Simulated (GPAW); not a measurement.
# GaN (P6_3mc): G0W0 on several meshes in GPAW

Aim: the GW shift of GaN (P6_3mc) against the k mesh.

Method: PBE and many-body steps on it, plane waves, in GPAW 26.7.0.

The database entry behind the starting cell differs from later determinations by our own check (about 0.3 % short, ideal inner coordinate), so it need not match the best structure at ambient conditions.

## Step 1: Starting point

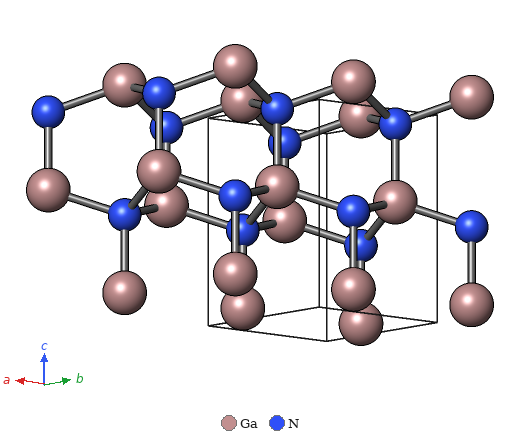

The cell as given, from a free direction (gallium pink, nitrogen blue). 3×2×1 cells are drawn. Some periodic images of atoms are drawn too.

As a file:

```cif
data_structure
_symmetry_space_group_name_H-M 'P 1'
_symmetry_Int_Tables_number 1
_cell_length_a 3.1800
_cell_length_b 3.1800
_cell_length_c 5.1660
_cell_angle_alpha 90.000
_cell_angle_beta 90.000
_cell_angle_gamma 120.000
_cell_volume 45.24
loop_
_atom_site_label
_atom_site_type_symbol
_atom_site_fract_x
_atom_site_fract_y
_atom_site_fract_z
_atom_site_occupancy
Ga1 Ga 0.33333 0.66667 0.00000 1
Ga2 Ga 0.66667 0.33333 0.50000 1
N3 N 0.33333 0.66667 0.37500 1
N4 N 0.66667 0.33333 0.87500 1
```

The cell and positions come from the Crystallography Open Database and are kept as given unless a step says otherwise.

## Step 2: Empty states on the mesh, 6×6×4 mesh, 416 bands

This step: GPAW 26.7.0; DFT, PBE, plane waves, PAW.

The sums over transitions need many empty states on a uniform mesh; this step solves for them.

The input, run.py:

```python
import json
import numpy as np
from gpaw.mpi import world
from gpaw import GPAW

calc = GPAW('gs.gpw').fixed_density(kpts={'size': (6, 6, 4), 'gamma': True},
    parallel={'domain': 1, 'band': 1},
    txt='nscf.txt')
calc.diagonalize_full_hamiltonian(nbands=416)
calc.write('full.gpw', mode='all')
res = {}
kpts = calc.get_ibz_k_points()
res['kpts'] = kpts
res['eigenvalues'] = [calc.get_eigenvalues(kpt=k) for k in range(len(kpts))]
res['n_electrons'] = calc.get_number_of_electrons()

if world.rank == 0:
    with open('result.json', 'w') as f:
        json.dump(res, f, default=lambda x: x.tolist())
```

The run is started by

```sh
> mpirun -n 4 gpaw python run.py
```

Numbers of over 12 decimals in the logs are rounded to 6 here.

Log:

```text
Diagonalizing LCAO Hamiltonian
Converting LCAO to pw mode
convergence criteria:
- Maximum integral of absolute [eigenst]ate change: 4e-08 eV^2 / valence electron
maximum number of iterations: 100

SCF iterations
|iter     |     time |      energy | eigst |  dens |
|iter:   1|  |             | +0.74 |       |
|iter:   2|  |             | -0.92 |       |
|iter:   3|  |             | -2.01 |       |
[...]
|iter:   7|  |             | -6.37 |       |
|iter:   8|  |             | -7.24 |       |
|iter:   9|  |             | -8.07c|       |
SCF steps: 9
  __  _  _
 | _ |_)|_||  |
 |__||  | ||/\| - 26.7.0

Input parameters:
  mode=PW(ecut=600.0),
  convergence={'density': 1e-06, 'bands': -3},
  gpts=array([18, 18, 30]),
  kpts=MonkhorstPack(size=(6, 6, 4), gamma=True),
  maxiter=100,
  nbands=16,
  occupations=Occupations(name='fermi-dirac', width=0.001, fixmagmom=False),
  parallel={'domain': 1, 'band': 1},
  xc=XC(name='PBE')
Matrix size: 1521x1521
# Writing to full.gpw (mode='all')
  [... matrices ...]

timing:  # [seconds]
  Total: 29.848  # ━━━━━━━━━━━━━━━━━━━━━━━━━━━━━━━━━━━━━━━━━━━━━━━━━━━━━━━━━━
```

It took 35 s on 4 MPI ranks of Arm Neoverse V1, shared host; peak memory 1.6 GiB; 2.3 min of CPU time.

This step gave:

| Quantity | Value |
| --- | --- |
| gap | 2.050 eV |
| k of the valence top | 0, 0, 0 |
| k of the conduction bottom | 0, 0, 0 |
| least direct gap | 2.050 eV |
| k points computed | 24 |
| lowest point of the top converged band, above the valence top | 233.1297 eV |

On this mesh the gap is 2.050 eV.

## Step 3: 6×6×4

Now the one-shot GW correction: screening in the RPA, then the self-energy of the levels asked for.

This step: G0W0 on PBE, plane waves, PAW.

The input, run.py:

```python
import json
import numpy as np
from gpaw.mpi import world
from gpaw.response.g0w0 import G0W0

gw = G0W0('full.gpw',
    filename='gw',
    kpts=[0],
    bands=(6, 10),
    ecut=150,
    nbands=188,
    integrate_gamma='WS',
    ppa=True)
gw.calculate()
res = {mode: {k: v for k, v in r.items() if k != 'sigma_eskwn'}
       for mode, r in gw.all_results.items()}

if world.rank == 0:
    with open('result.json', 'w') as f:
        json.dump(res, f, default=lambda x: x.tolist())
```

The run is started by

```sh
> mpirun -n 4 gpaw python run.py
```

Log:

```text
Using integrator: PointIntegrator
FrequencyGridDescriptor(from 0.000+0.000j to 0.000+27.211j eV, 2 points)
Nonperiodic BCs:  [False False False]
Using integrator: PointIntegrator
FrequencyGridDescriptor(from 0.000+0.000j to 0.000+27.211j eV, 2 points)
Nonperiodic BCs:  [False False False]
  ___  _ _ _
 |   || | | |
 | | || | | |
 |__ ||_____|
 |___|

BZ k-points: Symmetries present (total): 6

  [... matrices ...]
144 k-points: 6 x 6 x 4 Monkhorst-Pack grid + [1/12,1/12,1/8]
24 k-points in the irreducible part of the Brillouin zone
       k-points in crystal coordinates                weights
   0:     0.00000000    0.00000000    0.00000000          1/144
   1:     0.00000000    0.00000000    0.25000000          2/144
   2:     0.00000000    0.00000000    0.50000000          1/144
   3:     0.16666667    0.00000000   -0.25000000          6/144
   4:     0.16666667    0.00000000    0.00000000          6/144
   5:     0.16666667    0.00000000    0.25000000          6/144
   6:     0.16666667    0.00000000    0.50000000          6/144
   7:     0.33333333   -0.16666667    0.00000000          6/144
   8:     0.33333333   -0.16666667    0.25000000         12/144
   9:     0.33333333   -0.16666667    0.50000000          6/144
          ...
  23:     0.50000000    0.50000000    0.50000000          3/144

Distributing spins, k-points and bands (1 x 1 x 4) over 4 processes
Number of blocks: 1

Quasi particle states:
k-points (IBZ indices): [0]
Band range: (6, 10)
  [... matrices ...]
Computational parameters:
Plane wave cut-off: 150 eV
Number of bands: 188
Coulomb cutoff: None
Broadening: 0.1 eV

fxc modes: GW
Kernel: RPA
Using Godby-Needs plasmon-pole approximation:
  Fitting energy: i*E0, E0 = 1.000 Hartree
Summing all q:

Calculating screened Coulomb potential
No Coulomb truncation
FrequencyGridDescriptor(from 0.000+0.000j to 0.000+27.211j eV, 2 points)
Removing empty qpoint cache files...

Calculating chi0 body with:
    Ground state adapter containing:
    Number of spins: 1
    Number of kpoints: 144
    Number of irreducible kpoints: 24
    Number of completely occupied states: 8
    Number of partially occupied states: 8
    Occupied states memory: 1.1865234375 M / cpu

    Linear response parametrization:
    q_c: [1.3877787807814457e-17, 1.3877787807814457e-17, 0.0]
    Number of frequency points: 2
    Planewave cutoff: 150.0
    Number of bands: 188
    Number of planewaves: 197
    Broadening (eta): 1e-06
    comm.size: 4
    kncomm.size: 4
    blockcomm.size: 1

    Memory estimate of potentially large arrays:
        chi0_wGG: 1.184357 M / cpu
Integrating chi0 body.

Symmetries of q_c:
    Direct symmetries (Uq -> q): 6
    Indirect symmetries (TUq -> q): 6
In total 12 allowed symmetries.

  [... matrices ...]
24 groups of equivalent kpoints. 83.333333% reduction.

Integral kind: response function
Integrating chi0 head and wings.

Symmetries of q_c:
    Direct symmetries (Uq -> q): 6
    Indirect symmetries (TUq -> q): 6
In total 12 allowed symmetries.

  [... matrices ...]
24 groups of equivalent kpoints. 83.333333% reduction.

Integral kind: response function wings

Calculating chi0 body with:
    Ground state adapter containing:
    Number of spins: 1
    Number of kpoints: 144
    Number of irreducible kpoints: 24
    Number of completely occupied states: 8
    Number of partially occupied states: 8
[... the further q-points ...]

Results:
f:      Occupation numbers
eps:     KS-eigenvalues [eV]
vxc:     KS vxc [eV]
exx:     Exact exchange [eV]
sigma:   Self-energies [eV]
dsigma:  Self-energy derivatives
Z:       Renormalization factors
qp:      QP-energies [eV]

k-point 0 (0): (0.000, 0.000, 0.000)                GW
band       f     eps     vxc     exx   sigma  dsigma       Z      qp
                                                                   GW
   6   1.000   6.574 -19.044 -22.397   2.589  -0.277   0.783   5.975
   7   1.000   6.574 -19.044 -22.397   2.589  -0.277   0.783   5.975
   8   0.000   8.624 -15.767 -11.504  -3.188  -0.226   0.815   9.501
   9   0.000  10.965 -15.203 -10.099  -3.860  -0.213   0.825  11.990
```

Run time: 3.7 min. Hardware: 4 MPI ranks; peak memory 1.2 GiB; 15 min of CPU time.

Numbers from this step:

* G0W0 gap on the points computed: 3.525 eV
* least direct G0W0 gap on the computed points: 3.525 eV
* Z at the valence top: 0.7832
* Z at the conduction bottom: 0.8153
* starting gap on the mesh: 2.050 eV
* k of the valence top: 0, 0, 0
* k of the conduction bottom: 0, 0, 0

The gap on the mesh goes from 2.05 eV to 3.53 eV, a correction of +1.48 eV.

## Step 4: Empty states on the mesh, 3×3×2 mesh, 198 bands

This step: DFT, PBE, plane waves, PAW.

The input, run.py:

```python
import json
import numpy as np
from gpaw.mpi import world
from gpaw import GPAW

calc = GPAW('gs.gpw').fixed_density(kpts={'size': (3, 3, 2), 'gamma': True},
    parallel={'domain': 1, 'band': 1},
    txt='nscf.txt')
calc.diagonalize_full_hamiltonian(nbands=198)
calc.write('full.gpw', mode='all')
res = {}
kpts = calc.get_ibz_k_points()
res['kpts'] = kpts
res['eigenvalues'] = [calc.get_eigenvalues(kpt=k) for k in range(len(kpts))]
res['n_electrons'] = calc.get_number_of_electrons()

if world.rank == 0:
    with open('result.json', 'w') as f:
        json.dump(res, f, default=lambda x: x.tolist())
```

The run is started by

```sh
> mpirun -n 4 gpaw python run.py
```

Log:

```text
Diagonalizing LCAO Hamiltonian
Converting LCAO to pw mode
convergence criteria:
- Maximum integral of absolute [eigenst]ate change: 4e-08 eV^2 / valence electron
maximum number of iterations: 100

SCF iterations
|iter     |     time |      energy | eigst |  dens |
|iter:   1|  |             | +0.75 |       |
|iter:   2|  |             | -0.97 |       |
|iter:   3|  |             | -2.10 |       |
[...]
|iter:   7|  |             | -6.28 |       |
|iter:   8|  |             | -7.19 |       |
|iter:   9|  |             | -7.91c|       |
SCF steps: 9
  __  _  _
 | _ |_)|_||  |
 |__||  | ||/\| - 26.7.0

Input parameters:
  mode=PW(ecut=600.0),
  convergence={'density': 1e-06, 'bands': -3},
  gpts=array([18, 18, 30]),
  kpts=MonkhorstPack(size=(3, 3, 2), gamma=True),
  maxiter=100,
  nbands=16,
  occupations=Occupations(name='fermi-dirac', width=0.001, fixmagmom=False),
  parallel={'domain': 1, 'band': 1},
  xc=XC(name='PBE')
Matrix size: 1521x1521
# Writing to full.gpw (mode='all')
  [... matrices ...]

timing:  # [seconds]
  Total: 7.460  # ━━━━━━━━━━━━━━━━━━━━━━━━━━━━━━━━━━━━━━━━━━━━━━━━━━━━━━━━━━━
```

Wall time 11 s (4 MPI ranks); peak memory 1.2 GiB; 43 s of CPU time.

This step gave:

- gap: 2.050 eV
- k of the valence top: 0, 0, 0
- k of the conduction bottom: 0, 0, 0
- least direct gap: 2.050 eV
- k points computed: 6
- lowest point of the top converged band, above the valence top: 136.2501 eV

On this mesh the gap is 2.050 eV.

## Step 5: 3×3×2

This step: G0W0 on PBE, plane waves, PAW.

The input, run.py:

```python
import json
import numpy as np
from gpaw.mpi import world
from gpaw.response.g0w0 import G0W0

gw = G0W0('full.gpw',
    filename='gw',
    kpts=[0],
    bands=(6, 10),
    ecut=150,
    nbands=188,
    integrate_gamma='WS',
    ppa=True)
gw.calculate()
res = {mode: {k: v for k, v in r.items() if k != 'sigma_eskwn'}
       for mode, r in gw.all_results.items()}

if world.rank == 0:
    with open('result.json', 'w') as f:
        json.dump(res, f, default=lambda x: x.tolist())
```

The run is started by

```sh
> mpirun -n 4 gpaw python run.py
```

Log:

```text
Using integrator: PointIntegrator
FrequencyGridDescriptor(from 0.000+0.000j to 0.000+27.211j eV, 2 points)
Nonperiodic BCs:  [False False False]
Using integrator: PointIntegrator
FrequencyGridDescriptor(from 0.000+0.000j to 0.000+27.211j eV, 2 points)
Nonperiodic BCs:  [False False False]
  ___  _ _ _
 |   || | | |
 | | || | | |
 |__ ||_____|
 |___|

BZ k-points: Symmetries present (total): 6

  [... matrices ...]
18 k-points: 3 x 3 x 2 Monkhorst-Pack grid + [0.000000,0.000000,1/4]
6 k-points in the irreducible part of the Brillouin zone
       k-points in crystal coordinates                weights
   0:     0.00000000    0.00000000    0.00000000          1/18
   1:     0.00000000    0.00000000    0.50000000          1/18
   2:     0.33333333    0.00000000    0.00000000          6/18
   3:     0.33333333    0.00000000    0.50000000          6/18
   4:     0.33333333    0.33333333    0.00000000          2/18
   5:     0.33333333    0.33333333    0.50000000          2/18

Distributing spins, k-points and bands (1 x 1 x 4) over 4 processes
Number of blocks: 1

Quasi particle states:
k-points (IBZ indices): [0]
Band range: (6, 10)
  [... matrices ...]
Computational parameters:
Plane wave cut-off: 150 eV
Number of bands: 188
Coulomb cutoff: None
Broadening: 0.1 eV

fxc modes: GW
Kernel: RPA
Using Godby-Needs plasmon-pole approximation:
  Fitting energy: i*E0, E0 = 1.000 Hartree
Summing all q:

Calculating screened Coulomb potential
No Coulomb truncation
FrequencyGridDescriptor(from 0.000+0.000j to 0.000+27.211j eV, 2 points)
Removing empty qpoint cache files...

Calculating chi0 body with:
    Ground state adapter containing:
    Number of spins: 1
    Number of kpoints: 18
    Number of irreducible kpoints: 6
    Number of completely occupied states: 8
    Number of partially occupied states: 8
    Occupied states memory: 1.1865234375 M / cpu

    Linear response parametrization:
    q_c: [0.0, 0.0, 0.0]
    Number of frequency points: 2
    Planewave cutoff: 150.0
    Number of bands: 188
    Number of planewaves: 197
    Broadening (eta): 1e-06
    comm.size: 4
    kncomm.size: 4
    blockcomm.size: 1

    Memory estimate of potentially large arrays:
        chi0_wGG: 1.184357 M / cpu
Integrating chi0 body.

Symmetries of q_c:
    Direct symmetries (Uq -> q): 6
    Indirect symmetries (TUq -> q): 6
In total 12 allowed symmetries.

  [... matrices ...]
6 groups of equivalent kpoints. 66.666667% reduction.

Integral kind: response function
Integrating chi0 head and wings.

Symmetries of q_c:
    Direct symmetries (Uq -> q): 6
    Indirect symmetries (TUq -> q): 6
In total 12 allowed symmetries.

  [... matrices ...]
6 groups of equivalent kpoints. 66.666667% reduction.

Integral kind: response function wings

Calculating chi0 body with:
    Ground state adapter containing:
    Number of spins: 1
    Number of kpoints: 18
    Number of irreducible kpoints: 6
    Number of completely occupied states: 8
    Number of partially occupied states: 8
    Occupied states memory: 1.1865234375 M / cpu

[... the further q-points ...]

Results:
f:      Occupation numbers
eps:     KS-eigenvalues [eV]
vxc:     KS vxc [eV]
exx:     Exact exchange [eV]
sigma:   Self-energies [eV]
dsigma:  Self-energy derivatives
Z:       Renormalization factors
qp:      QP-energies [eV]

k-point 0 (0): (0.000, 0.000, 0.000)                GW
band       f     eps     vxc     exx   sigma  dsigma       Z      qp
                                                                   GW
   6   1.000   6.574 -19.044 -22.773   2.973  -0.285   0.778   5.986
   7   1.000   6.574 -19.044 -22.773   2.973  -0.285   0.778   5.986
   8   0.000   8.624 -15.767 -11.027  -3.681  -0.237   0.808   9.480
   9   0.000  10.965 -15.203  -9.783  -4.196  -0.223   0.818  11.965
```

Run time: 15 s. Hardware: 4 MPI ranks; peak memory 1.1 GiB; 60 s of CPU time.

This step gave:

| Quantity | Value |
| --- | --- |
| G0W0 gap on the points computed | 3.495 eV |
| least direct G0W0 gap on the computed points | 3.495 eV |
| Z at the valence top | 0.7780 |
| Z at the conduction bottom | 0.8083 |
| starting gap on the mesh | 2.050 eV |
| k of the valence top | 0, 0, 0 |
| k of the conduction bottom | 0, 0, 0 |

Against G0W0 in GPAW (6×6×4 mesh, 188 bands, screening to 150 eV, Godby-Needs plasmon pole), the gap moves by −0.031 eV.

## Step 6: The runs together

Times are wall times on 4 MPI ranks of Arm Neoverse V1, shared host, good to a factor of about two.

| run | mesh | bands | screening cutoff (eV) | DFT gap (eV) | gap on the mesh (eV) | direct (eV) | time |
| --- | --- | --- | --- | --- | --- | --- | --- |
| 6×6×4 | 6×6×4 | 188 | 150 | 2.050 | 3.525 | 3.525 | 3.7 min |
| 3×3×2 | 3×3×2 | 188 | 150 | 2.050 | 3.495 | 3.495 | 15 s |

## Step 7: Summary of results

| Quantity | Value |
| --- | --- |
| 6×6×4 | 3.525 eV |
| 3×3×2 | 3.495 eV |
| known limits | not at the basis limit; no spin-orbit coupling; coarse k mesh |

What this shows: 3×3×2: −0.031 eV against 6×6×4. Bands and cutoff are finite, so the gap is not at the basis limit. The miss can reach some tenths of an eV and take either sign; the mesh is an error of its own. These stock PAW sets were not made for GW; the filled d or f shell of Ga lies in the frozen core, which bears on start and correction. In the G0W0 runs levels were corrected at 1 k point alone, so a gap called «on the mesh» is the least over those, and an edge elsewhere would be missed. The many-body steps are scalar-relativistic: spin-orbit coupling is not in them.

[Paths, hosts, dates, memory and timing lines, banners, echoed tables and standing remarks are left out of the program output.]

[Logs are printed without paths, hosts, clocks, repeated set-up lines and the standing remarks that a program may print on its own settings, such as how far it seeks lower states.]

[Runs of the session that timed out or met a known fault of the program may be left out.]

[Hosts, paths, dates, database ids (printed as entryN), source tags and the programs' standing remarks are cut or masked in the printed files.]
